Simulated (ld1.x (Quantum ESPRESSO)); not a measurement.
# A PAW potential for boron, from input to tests

Aim: build the potential from the settings below, then test how well it stands in for the atom: other configurations, scattering, ghost states and the plane-wave cutoff that it needs.

Program: ld1.x (Quantum ESPRESSO) 7.5. Reference atom: LDA (PW92), scalar-relativistic, spherical and spin-unpolarised. All values are calculated.

### Step 1. The atom and the settings

The settings as typed:

| Property | Result |
| --- | --- |
| element | boron (B, Z = 5) |
| type | PAW |
| frozen core | [He] |
| valence charge | 3 |
| reference configuration | 2s1 2p0 (charge +2) |
| partial waves | 2s (bound): rcut 1.00, rcutus 1.35 bohr; 2s channel at -0.65 Ry: rcut 1.00, rcutus 1.35 bohr; 2p (bound, empty): rcut 2.15, rcutus 2.85 bohr; 2p channel at -1.05 Ry: rcut 2.15, rcutus 2.85 bohr |
| local potential | all-electron potential smoothed inside 1.90 bohr (lloc = -1) |
| core correction | Bessel-smoothed model core inside 0.95 bohr |
| augmentation charge | BESSEL, radius 1.15 bohr |

The nodes and maxima of the atom's own shells, from an earlier all-electron run, set the scale for the radii.

All-electron outer shells of the reference configuration (LDA (PW92), scalar-relativistic, ld1.x):

```json
{"shell": "2s", "level (eV)": "-31.33", "outermost node (bohr)": "0.46", "outermost maximum (bohr)": "1.37"}
{"shell": "2p", "level (eV)": "-25.51", "outermost node (bohr)": "–", "outermost maximum (bohr)": "1.26"}
{"shell": "3d", "level (eV)": "-8.10", "outermost node (bohr)": "–", "outermost maximum (bohr)": "3.21"}
{"shell": "4f", "level (eV)": "-3.62", "outermost node (bohr)": "–", "outermost maximum (bohr)": "7.05"}
```

### Step 2. The generation run

Contents of B.in:

```
 &input
   title='B', zed=5., rel=1, dft='PW', iswitch=3,
   config='[He] 2s1 2p0',
   nld=2, rlderiv=3.10, eminld=-4.0, emaxld=5.0, deld=0.02
 /
 &inputp
   pseudotype=3, lpaw=.true., tm=.true., lloc=-1, rcloc=1.90,
   nlcc=.true., new_core_ps=.true., rcore=0.95,
   which_augfun='BESSEL', rmatch_augfun=1.15,
   file_pseudopw='B.UPF', file_wfcaegen='ae.wfc', file_wfcncgen='nc.wfc', file_beta='beta', file_chi='chi', file_wfcusgen='us.wfc'
 /
4
2S  1  0   1.00   0.00  1.00  1.35  0.0
2S  1  0   0.00  -0.65  1.00  1.35  0.0
2P  2  1   0.00   0.00  2.15  2.85  0.0
2P  2  1   0.00  -1.05  2.15  2.85  0.0
 &test
   configts(1)='2s1 2p0'
 /
```

Launch:

```bash
$ ld1.x < B.in > B.out
```

Output in B.out (without the banner and most projector matrices):

```text
     Program LD1 v.7.5
     --------------------------- All-electron run ----------------------------

     B
     scalar relativistic calculation

     atomic number is  5.00
     dft =PW   lsd =0 sic =0 latt =0  beta=0.20 tr2=1.0E-14
     Exchange-correlation= PW
                           (   1   4   0   0   0   0   0)
     mesh =1059 r(mesh) = 101.04461 a.u. xmin = -7.00 dx = 0.01250
     1 Ry =  13.60569312 eV, c = 137.03599908

     n l     nl                  e(Ry)          e(Ha)          e(eV)
     1 0     1S 1( 2.00)       -15.3707        -7.6853      -209.1289
     2 0     2S 1( 1.00)        -2.3030        -1.1515       -31.3334
     2 1     2P 1( 0.00)        -1.8751        -0.9376       -25.5125

     final scf error:  8.4E-17 reached in  16 iterations

     Etot =     -46.230166 Ry,     -23.115083 Ha,    -628.993453 eV

     Ekin =      45.989090 Ry,      22.994545 Ha,     625.713446 eV
     Encl =    -101.409504 Ry,     -50.704752 Ha,   -1379.746596 eV
     Eh   =      15.049546 Ry,       7.524773 Ha,     204.759508 eV
     Exc  =      -5.859298 Ry,      -2.929649 Ha,     -79.719810 eV

     normalization and overlap integrals

     s(1S/1S) =  1.000000  <r> =   0.3306  <r2> =    0.1483  r(max) =   0.2129
     s(2S/2S) =  1.000000  <r> =   1.6458  <r2> =    3.1790  r(max) =   1.3710
     s(2P/2P) =  1.000000  <r> =   1.5883  <r2> =    3.0705  r(max) =   1.2562

     ------------------------ End of All-electron run ------------------------

     --------------------- Generating PAW atomic setup --------------------

      Generating local potential from pseudized AE potential:
      Matching radius rcloc =   1.9000

      Local pseudo, rcloc= 1.898 Estimated cut-off energy=     6.25 Ry

      Computing core charge for nlcc:

       r > 0.95 : true rho core
      Core charge pseudized with two Bessel functions
      Integrated core pseudo-charge :   0.45
      Wfc-us  2S rcutus= 1.337  Estimated cut-off energy=    24.66 Ry
      Wfc-us  2S rcutus= 1.337  Estimated cut-off energy=    27.72 Ry
      Wfc-us  2P rcutus= 2.831  Estimated cut-off energy=    10.47 Ry
      Wfc-us  2P rcutus= 2.831  Estimated cut-off energy=    19.78 Ry

     Required augmentation: BESSEL   radius:    1.150000
     Suggested rho cutoff for augmentation:  41.14 Ry

     Estimated PAW energy =   -7.967313 Ryd

     The PAW screened D coefficients
     0.67425     0.64097     0.00000     0.00000
     0.64097     0.60777     0.00000     0.00000
     0.00000     0.00000    -0.99040    -0.06024
     0.00000     0.00000    -0.06024    -0.25414

     The PAW descreened D coefficients (US)
     0.46454     0.42053     0.00000     0.00000
     0.42053     0.37865     0.00000     0.00000
     0.00000     0.00000     1.27312    -0.30607
     0.00000     0.00000    -0.30607    -2.43468

     ------------------- End of pseudopotential generation -------------------

     [... the all-electron block is printed once more ...]


     Computing logarithmic derivative in   3.10909
     Computing logarithmic derivative in   3.10909
     Computing the partial wave expansion
     R is outside the sphere for l=    0 j= 0.00
     R is outside the sphere for l=    0 j= 0.00
     R is outside the sphere for l=    1 j= 0.00
     R is outside the sphere for l=    1 j= 0.00

     ---------------------- Testing the pseudopotential ----------------------

     B
     scalar relativistic calculation

     atomic number is  5.00   valence charge is  3.00
     dft = SLA  PW   NOGX NOGC   lsd =0 sic =0 latt =0  beta=0.20 tr2=1.0E-14
     mesh =1059 r(mesh) = 101.04461 xmin = -7.00 dx = 0.01250

     n l     nl             e AE (Ry)        e PS (Ry)    De AE-PS (Ry)
     1 0     2S   1( 1.00)       -2.30296       -2.30297        0.00000
     2 1     2P   1( 0.00)       -1.87513       -1.87514        0.00000

     eps = 2.8E-17  iter =  3

     Etot =     -46.230166 Ry,     -23.115083 Ha,    -628.993453 eV
     Etotps =    -7.967316 Ry,      -3.983658 Ha,    -108.400858 eV

     Ekin =       3.050680 Ry,       1.525340 Ha,      41.506609 eV
     Encl =      -5.707829 Ry,      -2.853915 Ha,     -77.658974 eV
     Ehrt =       0.549131 Ry,       0.274565 Ha,       7.471307 eV
     Ecxc =      -5.859297 Ry,      -2.929649 Ha,     -79.719800 eV
     (Ecc =      -0.436434 Ry,      -0.218217 Ha,      -5.937993 eV)

     ---------------------- End of pseudopotential test ----------------------
```

It took 0.53 s on 1 thread of Neoverse-V1, shared host. (Generation and the later configuration tests together.)

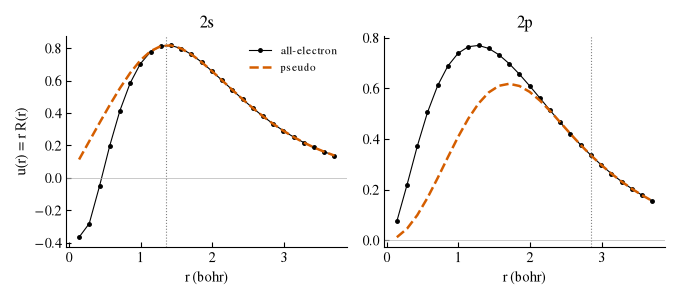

Bound waves of the atom and their pseudo partners (2s, 2p), with the matching radii dotted. The curves join 26 sampled radii.

### Step 3. Transferability test

Contents of B.test.in:

```
 &input
   title='B', zed=5., rel=1, dft='PW', iswitch=2,
   config='[He] 2s1 2p0'
 /
 &test
   file_pseudo='B.UPF', nconf=10,
   configts(1)='2s1 2p0',
   configts(2)='2s2 2p1',
   configts(3)='2s2 2p0',
   configts(4)='2s2 2p0.5',
   configts(5)='2s0 2p3',
   configts(6)='2s1 2p2',
   configts(7)='2s2 2p1.3',
   configts(8)='2s1 2p1',
   configts(9)='2s1 2p0', lsdts(9)=1,
   configts(10)='2s2 2p1', lsdts(10)=1
 /
```

Launch:

```bash
$ ld1.x < B.test.in > B.test.out
```

B.test.out, the pseudopotential blocks:

```text
     ---------------------- Testing the pseudopotential ----------------------

     B
     scalar relativistic calculation

     atomic number is  5.00   valence charge is  3.00
     dft =SLA  PW   NOGX NOGC   lsd =0 sic =0 latt =0  beta=0.20 tr2=1.0E-14
     mesh =1059 r(mesh) = 101.04461 xmin = -7.00 dx = 0.01250

     n l     nl             e AE (Ry)        e PS (Ry)    De AE-PS (Ry)
     1 0     2S   1( 1.00)       -2.30296       -2.30297        0.00000
     2 1     2P   1( 0.00)       -1.87513       -1.87514        0.00000

     eps = 2.8E-17  iter =  3

     Etot =     -46.230166 Ry,     -23.115083 Ha,    -628.993453 eV
     Etotps =    -7.967316 Ry,      -3.983658 Ha,    -108.400858 eV

     Ekin =       3.050680 Ry,       1.525340 Ha,      41.506609 eV
     Encl =      -5.707829 Ry,      -2.853915 Ha,     -77.658974 eV
     Ehrt =       0.549131 Ry,       0.274565 Ha,       7.471307 eV
     Ecxc =      -5.859297 Ry,      -2.929649 Ha,     -79.719800 eV
     (Ecc =      -0.436434 Ry,      -0.218217 Ha,      -5.937993 eV)

     ---------------------- End of pseudopotential test ----------------------
```

9 tests gave no usable energy difference (2s2 2p1; 2s2 2p0; 2s2 2p0.5; 2s0 2p3; others); the test run stopped with "negative rho".

### Step 4. Logarithmic derivatives

Taken from the files of the generation run. The phase is arctan(r·u′/u) with u = r·R, unwrapped, with energies in Ry. A pole is an energy at which the radial function vanishes at the test radius. The pseudo phase is shifted by a multiple of π to meet the all-electron one at the reference energy. Levels narrower than the energy grid can be missing from the poles. The last column is the largest difference on the grid between −1 and +1 Ry.

| channel | radius (bohr) | reference (Ry) | poles AE | poles PS | window around the reference with phases within 0.05 rad (Ry) | largest difference near zero (rad) |
| --- | --- | --- | --- | --- | --- | --- |
| s | 3.11 | -2.30 | -2.15, 1.88 | -2.15, 1.87 | below 4.5 | 0.000 |
| p | 3.11 | -1.88 | -1.73, 1.66 | -1.73, 0.52 | below -0.5 | 0.499 |

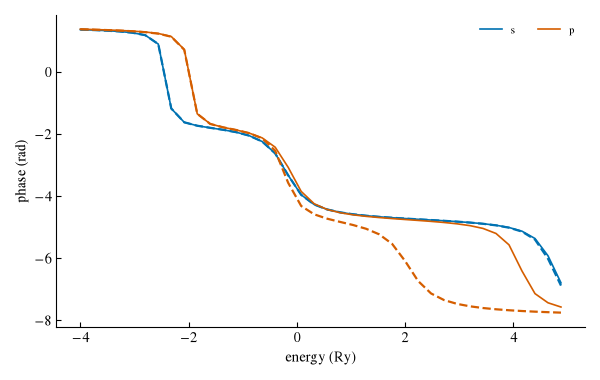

Phases by channel: all-electron solid, pseudo dashed.

### Step 5. Plane-wave convergence, by spherical Bessel functions

A separate test, outside the generator: the pseudo-atom's Hamiltonian at the reference potential is diagonalised in spherical Bessel functions j_l(qr) that vanish at 20 bohr, with q² up to the cutoff.

All-electron valence levels (Ry): 2s -2.3030, 2p -1.8751. The lowest levels of each channel (Ry) by cutoff; the last column sums, over occupied levels, occupation times the distance from the level at 400 Ry. A positive value at high cutoff is not a bound level.

```
cutoff (Ry)     s #1     p #1     d #1     f #1  Σ f·Δε (mRy)
          8  -2.2922  -1.8734  -0.5855  -0.2655          10.8
         10  -2.2948  -1.8748  -0.5868  -0.2655           8.2
         12  -2.2978  -1.8750  -0.5874  -0.2655           5.1
         15  -2.3003  -1.8751  -0.5877  -0.2655           2.7
         18  -2.3022  -1.8751  -0.5878  -0.2655           0.7
         21  -2.3027  -1.8751  -0.5878  -0.2655           0.3
         25  -2.3028  -1.8751  -0.5878  -0.2655           0.2
        400  -2.3030  -1.8751  -0.5878  -0.2655           0.0
```

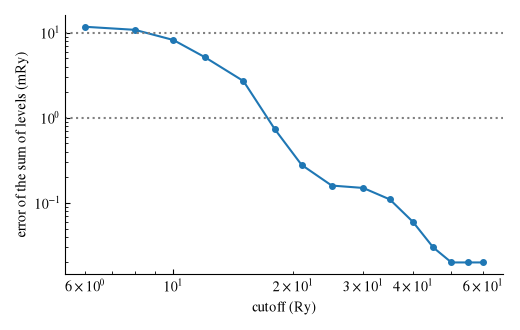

Occupation-weighted error of the valence levels against the cutoff; the dotted lines mark 10 and 1 mRy.

The sum stays within 10 mRy from 10 Ry and within 1 mRy from 18 Ry. The sum leaves out empty levels, which can need more. Ghost test: no level below the all-electron spectrum of its channel (s, p, d, f tested).

### Step 6. What came out

| quantity | value |
| --- | --- |
| cutoffs for 10 and 1 mRy, occupied levels | 10 Ry and 18 Ry |
| bound ghosts | none found |
| configuration tests | no usable energy difference |
| largest phase difference near zero energy, channels read | 0.499 rad |
| lowest eigenvalue of the overlap (Bessel basis) | 0.122 (p) |

**Reading.** The test run broke off, so later configurations gave nothing; no test gave an energy difference. The potential is soft on the atom at that tolerance: the looser tolerance needs 10 Ry. The Bessel-basis test finds no level below the valence levels. Near zero energy the largest phase difference among the channels read is 0.50 rad, in the p channel. In the p channel the atom's pole at 1.66 Ry sits lower, at 0.52 Ry, in the pseudo curve. These are tests on the free atom; a crystal test is still owed.
